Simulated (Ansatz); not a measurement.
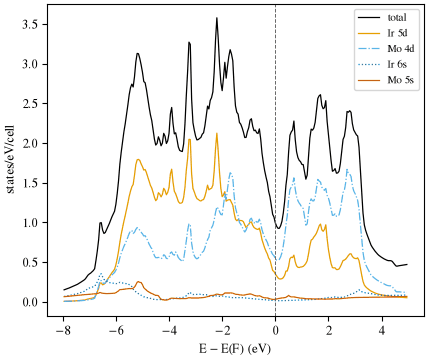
Figure: Total and projected density of states of MoIr (L1₀ or tetragonal B2, P4/mmm), PBE (plane waves, PAW; program Ansatz)

### Question
Which orbitals carry the states next to the Fermi level?

### Answer
Within 0.5 eV of the Fermi level: Mo 4d 56 %, Ir 5d 34 %. Projections are on Löwdin-orthogonalised atomic valence shells; empty p or d shells of many metals are not among them.

### Question
Where is the tallest occupied peak in this window, and what makes it?

### Answer
Near -2.2 eV, about 3.6 states/eV per cell; the largest projected share is Ir 5d.

The start of the workflow was typed in or built on a structure type; neither database checked (COD, Materials Project) lists it. COD files the formula under space group No. 51, so this cell is another polymorph or a model. Its standing as an ambient phase is unchecked. The PBE relaxation kept the symmetry of its start; its stability against distortions is not shown here. No spin polarisation was allowed. Scalar-relativistic: spin–orbit coupling is off unless named, which matters more the heavier the elements.

Potentials: the earlier of the program's two PAW sets.
